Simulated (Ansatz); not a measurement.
## Lattice dynamics of (ZnO)2(SiC)2 [0001] superlattice, started as wurtzite

Wanted: phonon frequencies of (ZnO)2(SiC)2 [0001] superlattice, started as wurtzite and what follows from them.

Main program and level: Ansatz 0.2.0; DFT PBEsol, scalar-relativistic, plane waves, PAW.

The structure was built from a prototype and need not be the compound's stable phase.

## (1) Starting point

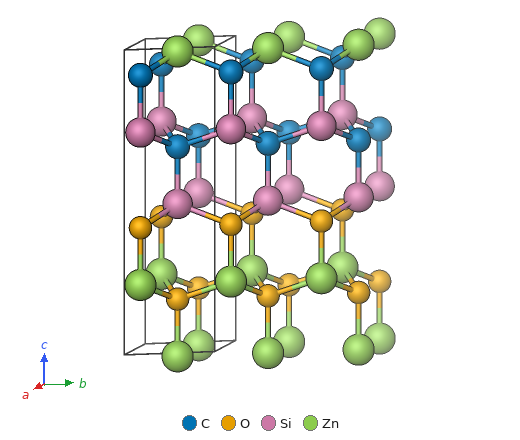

The cell as given, slightly off an axis (carbon blue, oxygen orange, silicon pink, zinc green). 2×3×1 cells are drawn. Some periodic images of atoms are drawn too.

## (2) Rough relaxation

The start is far from rest, so a relaxation with loose tolerances brings it close first.

The input, input.yaml:

```yaml
crystal:
  lattice:
    - [3.165, 0.0, 0.0]
    - [-1.5825, 2.74097, 0.0]
    - [0.0, 0.0, 10.26]
  atoms:
    - { symbol: C, position: [0.333333, 0.666667, 0.6875] }
    - { symbol: C, position: [0.666667, 0.333333, 0.9375] }
    - { symbol: O, position: [0.333333, 0.666667, 0.1875] }
    - { symbol: O, position: [0.666667, 0.333333, 0.4375] }
    - { symbol: Si, position: [0.333333, 0.666667, 0.5] }
    - { symbol: Si, position: [0.666667, 0.333333, 0.75] }
    - { symbol: Zn, position: [0.333333, 0.666667, 0.0] }
    - { symbol: Zn, position: [0.666667, 0.333333, 0.25] }
kpoints:
  mp_grid: { grid: [9, 9, 2] }
hamiltonian:
  xc: pbesol
scf:
  occupations: { method: gaussian, width: 0.1 }
output:
  forces: true
  stress: true
  eigenvalues: true
relax:
  adjacent_minimum: "off"
  f_tol: 0.05
  max_steps: 80
  cell: { stress_tol: 0.5 }
```

Launch:

```sh
$ ansatz run input.yaml --threads 8 --pin off --max-ram 14336MiB --backend cpu --events-out ev --progress --plain --runs-dir out
```

Numbers of over 12 decimals in the logs are rounded to 6 here.

The program printed:

```text
[...]
atoms:
    - { symbol: C, position: [0.333333, 0.666667, 0.685203] }
    - { symbol: C, position: [0.666667, 0.333333, 0.925395] }
    - { symbol: O, position: [0.333333, 0.666667, 0.196053] }
    - { symbol: O, position: [0.666667, 0.333333, 0.457454] }
    - { symbol: Si, position: [0.333333, 0.666667, 0.511247] }
    - { symbol: Si, position: [0.666667, 0.333333, 0.751559] }
    - { symbol: Zn, position: [0.333333, 0.666667, -0.011047] }
    - { symbol: Zn, position: [0.666667, 0.333333, 0.234136] }
[key lines of the parts left out:]
SCF converged after 8 iterations
Free energy (F): -9417.495816 eV
Fermi energy:    9.549962 eV
P = ⅓ Tr σ = 0.1405 GPa (1.405 kbar)
```

Wall time 19 s (8 threads of Arm Neoverse N1, shared host); peak memory 0.51 GiB.

Step by step:

| step | energy less that of the first step (eV) | largest force component (eV/Å) | pressure (GPa) | volume (Å³) |
| --- | --- | --- | --- | --- |
| 1 | 0.0000 | 2.2548 | 3.90 | 89.01 |
| 2 | -0.2924 | 1.3465 | 1.70 | 90.05 |
| 3 | -0.4770 | 0.5819 | 0.74 | 91.00 |
| 4 | -0.5098 | 0.4724 | 0.67 | 91.28 |
| 5 | -0.5404 | 0.1868 | 0.16 | 92.04 |
| 6 | -0.5433 | 0.1178 | 0.11 | 92.36 |
| 7 | -0.5433 | 0.0205 | -0.03 | 92.44 |
| 8* | -0.5555 | 0.0202 | 0.14 | 92.44 |

Relaxation steps marked * repeat the geometry before them on a plane-wave basis chosen anew for their cell, so energy and pressure can jump there.

Forces are held to the 6 operations that the run works with; a distortion that breaks them can't arise in this run.

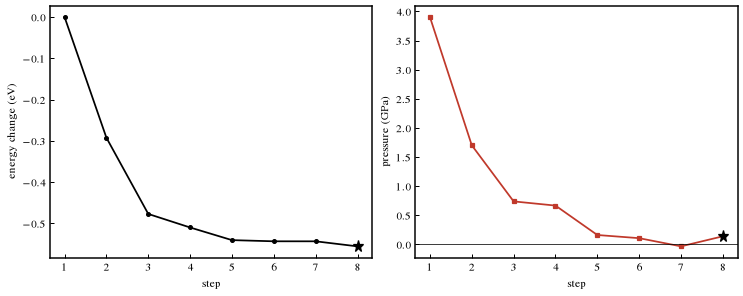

Energy and pressure along the relaxation. Stars mark steps on a basis chosen anew.

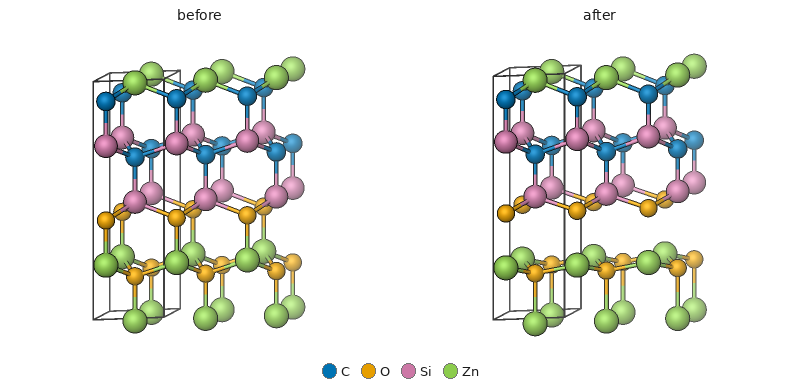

The structure before and after the relaxation, drawn at the same scale.

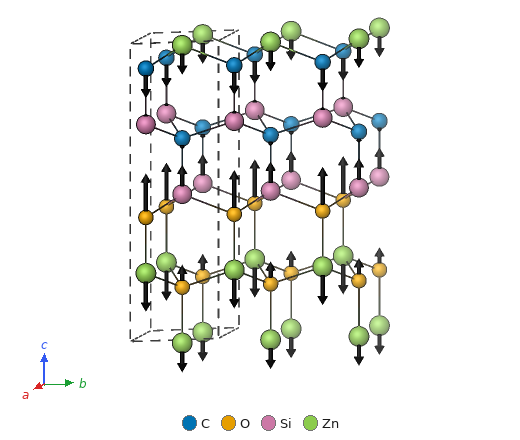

Displacements in the relaxation, exaggerated, measured against the changing cell; the longest in the cell stands for 0.21 Å. 2×3×1 cells are drawn. Some periodic images of atoms are drawn too.

| conventional cell, symmetrised | before | after | change |
| --- | --- | --- | --- |
| a (Å) | 3.165 | 3.190 | +0.8 % |
| b (Å) | 3.165 | 3.190 | +0.8 % |
| c (Å) | 10.260 | 10.490 | +2.2 % |
| volume (Å³/atom) | 11.13 | 11.56 | +3.9 % |

The atoms that moved most (Å, as changes of fractional coordinates times the final cell):

| atom | dx | dy | dz | length |
| --- | --- | --- | --- | --- |
| O4 | 0.000 | 0.000 | 0.209 | 0.209 |
| Zn8 | 0.000 | 0.000 | -0.166 | 0.166 |
| C2 | 0.000 | 0.000 | -0.127 | 0.127 |
| Si5 | 0.000 | 0.000 | 0.118 | 0.118 |
| Zn7 | 0.000 | 0.000 | -0.116 | 0.116 |
| O3 | 0.000 | 0.000 | 0.090 | 0.090 |
| C1 | 0.000 | 0.000 | -0.024 | 0.024 |
| Si6 | 0.000 | 0.000 | 0.016 | 0.016 |

Numbers from this step:

* pressure: 0.1405 GPa
* volume per atom: 11.56 Å³
* gap on the k-mesh: 0 eV

In this step the volume went from 11.13 to 11.56 Å³/atom.

## (3) Relaxation

Harmonic phonons are second derivatives at a point where the forces vanish, and they are wanted at zero stress, so atoms and cell are relaxed first.

The input, input.yaml:

```yaml
crystal:
  lattice:
    - [3.1899380178, 0.0, 0.0]
    - [-1.5949690089, 2.7625673599, 0.0]
    - [0.0, 0.0, 10.4898364007]
  atoms:
    - { symbol: C, position: [0.3333333333, 0.6666666667, 0.6852032511] }
    - { symbol: C, position: [0.6666666667, 0.3333333333, 0.9253948534] }
    - { symbol: O, position: [0.3333333333, 0.6666666667, 0.1960532929] }
    - { symbol: O, position: [0.6666666667, 0.3333333333, 0.4574539121] }
    - { symbol: Si, position: [0.3333333333, 0.6666666667, 0.5112469407] }
    - { symbol: Si, position: [0.6666666667, 0.3333333333, 0.7515588014] }
    - { symbol: Zn, position: [0.3333333333, 0.6666666667, -0.0110468667] }
    - { symbol: Zn, position: [0.6666666667, 0.3333333333, 0.234135815] }
kpoints:
  mp_grid: { grid: [12, 12, 4] }
hamiltonian:
  xc: pbesol
scf:
  occupations: { method: gaussian, width: 0.1 }
output:
  forces: true
  stress: true
  eigenvalues: true
  write_density: true
  write_potential: true
  elf: true
  volumetric_format: npy
relax:
  adjacent_minimum: "off"
  f_tol: 0.005
  max_steps: 80
  cell: { stress_tol: 0.05 }
```

The program printed:

```text
[...]
Crystal: 8 atoms, lattice volume = 92.441 Å³
Basis set: ecut = 420 eV, 1823 PW (Γ), exchange–correlation on 48×48×144 points (8 copies of the dense FFT grid, shifted against one another)
Bands: 34, of which v1, the nominal top of the filled ones, is band 26 counted from 1 (25 counted from 0)
Symmetry: 6 space group operations
[...]
k-points: 69 of 576 (time reversal used)
[...]
SCF iter   1: F=—  HF=-9417.567223 eV  |F-HF|=—  |Δ(HF+E_count)|=         —  Δρ=1.48e-2  dr2=3.02e-1  ethr=1.77e-3  ⟨swp⟩=6.1  Hψ=11139  notcnv=0  defer=35
[...]
SCF iter  12: F=-9417.511730 eV  HF=-9417.511730 eV  |F-HF|=6.80e-9  |Δ(HF+E_count)|=   1.25e-8  Δρ=1.75e-6  dr2=9.16e-9  ethr=1.92e-10  ⟨swp⟩=13.1  Hψ=15826  notcnv=0
SCF 1 converged in 12 iterations: F = -9417.511730 eV  dr2 = 9.16e-9
[...]
relax step   1: F+E_penalty+E_count = -9417.51172998 eV  Δ(F+E_penalty+E_count) = +0.000e0 eV  max|allowed force component| = 1.353e-1 eV/Å  Δτ_max = 0.0000 Å  P = +0.135 GPa  Ω = 92.441 Å³  (12 SCF iters, dr2 threshold 1.00e-7 eV, accepted)
Crystal: 8 atoms, lattice volume = 92.468 Å³
[...]
SCF iter   8: F=-9417.512594 eV  HF=-9417.512594 eV  |F-HF|=5.63e-7  |Δ(HF+E_count)|=   1.12e-7  Δρ=1.28e-5  dr2=4.81e-7  ethr=1.54e-9  ⟨swp⟩=9.6  Hψ=16278  notcnv=0
SCF 2 converged in 8 iterations: F = -9417.512594 eV  dr2 = 4.81e-7
relax step   2: F+E_penalty+E_count = -9417.51259352 eV  Δ(F+E_penalty+E_count) = -8.635e-4 eV  max|allowed force component| = 8.786e-2 eV/Å  Δτ_max = 0.0039 Å  P = +0.070 GPa  Ω = 92.468 Å³  energy of the carried Pulay correction = -7.926e-5 eV  (8 SCF iters, dr2 threshold 8.00e-7 eV, accepted)
Crystal: 8 atoms, lattice volume = 92.370 Å³
Basis set: ecut = 420 eV, 1799 PW (Γ), exchange–correlation on 48×48×144 points (8 copies of the dense FFT grid, shifted against one another)
[...]
SCF iter  10: F=-9417.514644 eV  HF=-9417.514645 eV  |F-HF|=1.60e-7  |Δ(HF+E_count)|=   2.97e-7  Δρ=5.66e-6  dr2=2.01e-7  ethr=9.28e-10  ⟨swp⟩=6.7  Hψ=15402  notcnv=0
SCF 3 converged in 10 iterations: F = -9417.514644 eV  dr2 = 2.01e-7
relax step   3: F+E_penalty+E_count = -9417.51464445 eV  Δ(F+E_penalty+E_count) = -2.051e-3 eV  max|allowed force component| = 5.305e-2 eV/Å  Δτ_max = 0.0176 Å  P = +0.066 GPa  Ω = 92.370 Å³  energy of the carried Pulay correction = +2.047e-4 eV  (10 SCF iters, dr2 threshold 4.82e-7 eV, accepted)
[...]
relax step   4: F+E_penalty+E_count = -9417.51479899 eV  Δ(F+E_penalty+E_count) = -1.545e-4 eV  max|allowed force component| = 6.982e-2 eV/Å  Δτ_max = 0.0177 Å  P = -0.094 GPa  Ω = 92.361 Å³  energy of the carried Pulay correction = +2.306e-4 eV  (8 SCF iters, dr2 threshold 1.76e-7 eV, accepted)
[...]
relax step   5: F+E_penalty+E_count = -9417.51512149 eV  Δ(F+E_penalty+E_count) = -3.225e-4 eV  max|allowed force component| = 4.579e-2 eV/Å  Δτ_max = 0.0093 Å  P = -0.054 GPa  Ω = 92.348 Å³  energy of the carried Pulay correction = +2.694e-4 eV  (8 SCF iters, dr2 threshold 3.05e-7 eV, accepted)
[...]
relax step   6: F+E_penalty+E_count = -9417.51533120 eV  Δ(F+E_penalty+E_count) = -2.097e-4 eV  max|allowed force component| = 1.291e-2 eV/Å  Δτ_max = 0.0034 Å  P = +0.005 GPa  Ω = 92.301 Å³  energy of the carried Pulay correction = +4.054e-4 eV  (6 SCF iters, dr2 threshold 1.31e-7 eV, accepted)
[...]
relax step   7: F+E_penalty+E_count = -9417.51532685 eV  Δ(F+E_penalty+E_count) = +4.349e-6 eV  max|allowed force component| = 1.438e-3 eV/Å  Δτ_max = 0.0020 Å  P = +0.012 GPa  Ω = 92.314 Å³  energy of the carried Pulay correction = +3.651e-4 eV  (8 SCF iters, dr2 threshold 1.77e-8 eV, accepted)
[...]
SCF iter   7: F=-9417.515020 eV  HF=-9417.515020 eV  |F-HF|=6.91e-11  |Δ(HF+E_count)|=  7.64e-11  Δρ=2.59e-7  dr2=5.15e-11  ethr=1.00e-12  ⟨swp⟩=4.7  Hψ=11835  notcnv=0
SCF 8 converged in 7 iterations: F = -9417.515020 eV  dr2 = 5.15e-11
relax step   8: F+E_penalty+E_count = -9417.51502023 eV  Δ(F+E_penalty+E_count) = +3.066e-4 eV  max|allowed force component| = 1.532e-3 eV/Å  Δτ_max = 0.0000 Å  P = +0.009 GPa  Ω = 92.314 Å³  stress off target by 2.90e-2 GPa  SCF on the basis re-selected at this cell (its energy is not comparable with the rows above)  (7 SCF iters)
basis re-selected at this cell: Δ(F+E_penalty+E_count) = +3.066e-4 eV, ΔP = -0.003 GPa vs the last step (what re-selecting the basis moved, of the pressure what is left beyond the Pulay correction that the steps carried, after the strain that the cell walked since its last selection, with what the two solves' SCF thresholds leave and, on support functions, any second-order correction that the steps lacked; it is no m [...]
SCF converged after 7 iterations
Free energy (F): -9417.515020 eV
[...]
Internal energy: -9417.500192 eV  (E = F + TS)
E sigma→0 (E₀):  -9417.507606 eV
Entropy (-TS):   -0.014828 eV (-1.854 meV/atom)
Fermi energy:    9.533415 eV
[...]
--- Forces (eV/Å), atoms counted from 1 ---
  atom   1  C      0.00000000     0.00000000     0.00153150
  atom   2  C      0.00000000     0.00000000    -0.00085000
  atom   3  O      0.00000000     0.00000000    -0.00140105
  atom   4  O      0.00000000     0.00000000     0.00032082
  atom   5  Si     0.00000000     0.00000000    -0.00088198
  atom   6  Si     0.00000000     0.00000000    -0.00012145
  atom   7  Zn    -0.00000000     0.00000000     0.00072086
  atom   8  Zn     0.00000000     0.00000000     0.00067604
  max |Σ_I F_I| component: 5.28e-6 eV/Å
--- Stress (GPa, compression-positive) ---
       -0.000654      -0.000000       0.000000
        0.000000      -0.000654       0.000000
        0.000000      -0.000000       0.028999
  P = ⅓ Tr σ = 0.0092 GPa (0.092 kbar)
--- Band table (eV; the first three rows and the last of 69) ---
  k-point 0: bands = [... 22 lower, 7.5030, 7.5030, 7.6235, 10.4504, 10.9422, 10.9422, 13.1271, 14.0463, ... 4 higher]
  k-point 1: bands = [... 22 lower, 7.5054, 7.5054, 8.0319, 10.3632, 10.9421, 10.9421, 13.0804, 14.0445, ... 4 higher]
  k-point 2: bands = [... 22 lower, 7.5078, 7.5078, 8.2858, 10.2675, 10.9421, 10.9421, 13.0437, 14.0427, ... 4 higher]
  k-point 68: bands = [... 22 lower, 5.3875, 6.6119, 6.7284, 7.1650, 11.1281, 11.9096, 13.2279, 14.1103, ... 4 higher]
--- Relaxed structure (7 steps of the walk, 7 accepted, 1 SCFs on fresh bases) ---
[...]
cell:  # Å, volume = 92.3145 Å³
    - [3.183519, 0, 0]
    - [-1.591759, 2.757008, 0]
    - [0, 0, 10.517786]
  atoms:
    - { symbol: C, position: [0.333333, 0.666667, 0.684711] }
    - { symbol: C, position: [0.666667, 0.333333, 0.924466] }
    - { symbol: O, position: [0.333333, 0.666667, 0.194120] }
    - { symbol: O, position: [0.666667, 0.333333, 0.457561] }
    - { symbol: Si, position: [0.333333, 0.666667, 0.510667] }
    - { symbol: Si, position: [0.666667, 0.333333, 0.750562] }
    - { symbol: Zn, position: [0.333333, 0.666667, -0.00967929] }
    - { symbol: Zn, position: [0.666667, 0.333333, 0.237592] }
```

Elapsed: 49 s, on 8 threads; peak memory 0.62 GiB.

Step by step:

| step | energy less that of the first step (eV) | largest force component (eV/Å) | pressure (GPa) | volume (Å³) |
| --- | --- | --- | --- | --- |
| 1 | 0.0000 | 0.1353 | 0.13 | 92.44 |
| 2 | -0.0009 | 0.0879 | 0.07 | 92.47 |
| 3 | -0.0029 | 0.0530 | 0.07 | 92.37 |
| 4 | -0.0031 | 0.0698 | -0.09 | 92.36 |
| 5 | -0.0034 | 0.0458 | -0.05 | 92.35 |
| 6 | -0.0036 | 0.0129 | 0.00 | 92.30 |
| 7 | -0.0036 | 0.0014 | 0.01 | 92.31 |
| 8* | -0.0033 | 0.0015 | 0.01 | 92.31 |

Relaxation steps marked * repeat the geometry before them on a plane-wave basis chosen anew for their cell, so energy and pressure can jump there.

The run keeps the 6 symmetry operations that it works with, so distortions that break them were not tested.

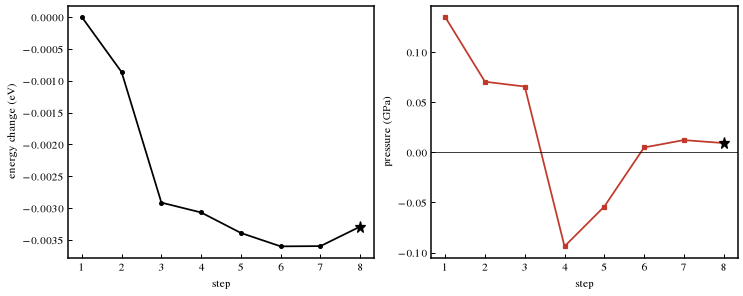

Energy and pressure along the relaxation. Stars mark steps on a basis chosen anew.

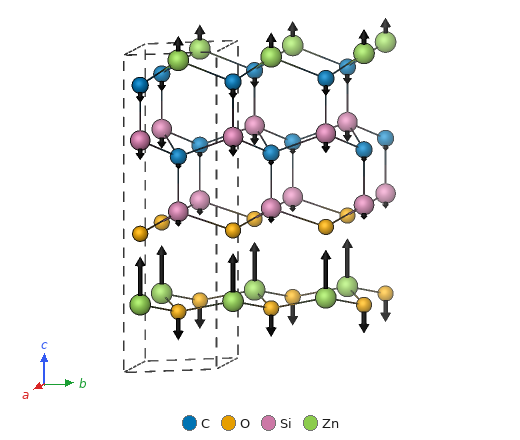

Displacements in the relaxation, exaggerated, measured against the changing cell; the longest in the cell stands for 0.04 Å. 2×3×1 cells are drawn.

| conventional cell, symmetrised | before | after | change |
| --- | --- | --- | --- |
| a (Å) | 3.190 | 3.184 | -0.2 % |
| b (Å) | 3.190 | 3.184 | -0.2 % |
| c (Å) | 10.490 | 10.518 | +0.3 % |
| volume (Å³/atom) | 11.56 | 11.54 | -0.1 % |

The atoms that moved most (Å, as changes of fractional coordinates times the final cell):

| atom | dx | dy | dz | length |
| --- | --- | --- | --- | --- |
| Zn8 | 0.000 | 0.000 | 0.036 | 0.036 |
| O3 | 0.000 | 0.000 | -0.020 | 0.020 |
| Zn7 | 0.000 | 0.000 | 0.014 | 0.014 |
| Si6 | 0.000 | 0.000 | -0.010 | 0.010 |
| C2 | 0.000 | 0.000 | -0.010 | 0.010 |
| Si5 | 0.000 | 0.000 | -0.006 | 0.006 |
| C1 | 0.000 | 0.000 | -0.005 | 0.005 |

This step gave:

```yaml
pressure: 0.009230 GPa
volume_per_atom: 11.54 Å³
```

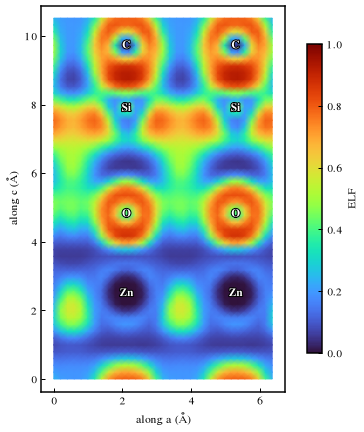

ELF in the ac plane at fractional y = 0.333, with atoms of C and O and Si and Zn within 0.2 Å of it. It is the smooth field of the valence electrons, not physical close to the nuclei.

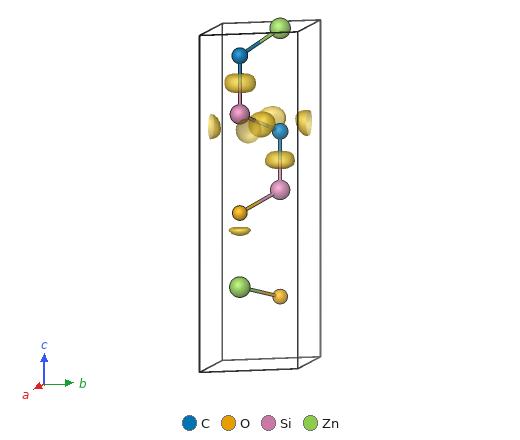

Surface of ELF = 0.85.

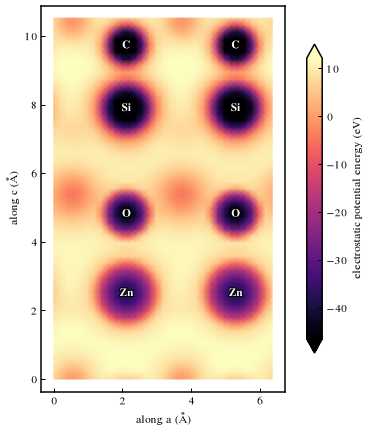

Electrostatic potential energy in the ac plane at fractional y = 0.333, with atoms of C and O and Si and Zn within 0.2 Å of it. With pseudopotentials it is smooth inside the atoms' cores, unlike the true potential.

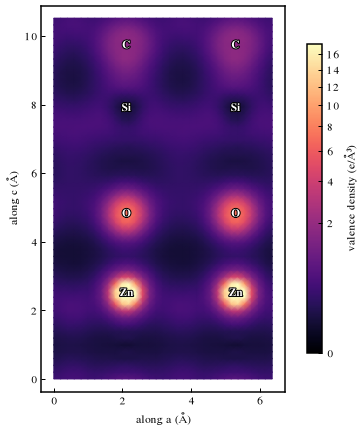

Valence density in the ac plane at fractional y = 0.333, with atoms of C and O and Si and Zn within 0.2 Å of it. It is the smooth field of the valence electrons, not physical close to the nuclei. The colour scale is stretched toward low values.

In this step the volume went from 11.56 to 11.54 Å³/atom.

## (4) Relaxing to small forces for the phonons

Phonons need a cell at rest on their own settings, so the relaxation is repeated with tight tolerances on forces and stress on the k mesh and occupations of the first response run.

The input, input.yaml:

```yaml
crystal:
  lattice:
    - [3.1835187435, 0.0, 0.0]
    - [-1.5917593718, 2.7570081053, 0.0]
    - [0.0, 0.0, 10.517785716]
  atoms:
    - { symbol: C, position: [0.3333333333, 0.6666666667, 0.6847112775] }
    - { symbol: C, position: [0.6666666667, 0.3333333333, 0.9244664041] }
    - { symbol: O, position: [0.3333333333, 0.6666666667, 0.1941195654] }
    - { symbol: O, position: [0.6666666667, 0.3333333333, 0.4575608325] }
    - { symbol: Si, position: [0.3333333333, 0.6666666667, 0.5106671131] }
    - { symbol: Si, position: [0.6666666667, 0.3333333333, 0.7505621615] }
    - { symbol: Zn, position: [0.3333333333, 0.6666666667, -0.0096792924] }
    - { symbol: Zn, position: [0.6666666667, 0.3333333333, 0.2375919383] }
kpoints:
  mp_grid: { grid: [12, 12, 4] }
hamiltonian:
  xc: pbesol
scf:
  occupations: { method: methfessel_paxton, width: 0.2 }
output:
  forces: true
  stress: true
  eigenvalues: true
relax:
  adjacent_minimum: "off"
  f_tol: 0.001
  max_steps: 60
  cell: { stress_tol: 0.01 }
```

The program printed:

```text
[...]
Crystal: 8 atoms, lattice volume = 92.314 Å³
Basis set: ecut = 420 eV, 1799 PW (Γ), exchange–correlation on 48×48×144 points (8 copies of the dense FFT grid, shifted against one another)
Bands: 34, of which v1, the nominal top of the filled ones, is band 26 counted from 1 (25 counted from 0)
Symmetry: 6 space group operations
[...]
k-points: 69 of 576 (time reversal used)
[...]
atoms:
    - { symbol: C, position: [0.333333, 0.666667, 0.684731] }
    - { symbol: C, position: [0.666667, 0.333333, 0.924445] }
    - { symbol: O, position: [0.333333, 0.666667, 0.194122] }
    - { symbol: O, position: [0.666667, 0.333333, 0.457575] }
    - { symbol: Si, position: [0.333333, 0.666667, 0.510725] }
    - { symbol: Si, position: [0.666667, 0.333333, 0.750591] }
    - { symbol: Zn, position: [0.333333, 0.666667, -0.00971513] }
    - { symbol: Zn, position: [0.666667, 0.333333, 0.237526] }
[key lines of the parts left out:]
SCF converged after 9 iterations
Free energy (F): -9417.509207 eV
Fermi energy:    9.531310 eV
P = ⅓ Tr σ = 0.0004 GPa (0.004 kbar)
```

Wall time 34 s (8 threads); peak memory 0.6 GiB.

Little changed from the start: no atom moved by 0.005 Å and no cell edge by 0.1 %.

Numbers from this step:

```
pressure : 3.95e-4 GPa
```

The largest force component left is 0.97 meV/Å and the pressure is 0.000 GPa, within the tolerances set. The cell now holds 11.54 Å³/atom.

(Continued in part 2 of 2.)

[Logs are printed without paths, hosts, clocks, repeated set-up lines and the standing remarks that a program may print on its own settings, such as how far it seeks lower states.]

[Hosts, paths, dates, database ids (printed as entryN), source tags and the programs' standing remarks are cut or masked in the printed files.]
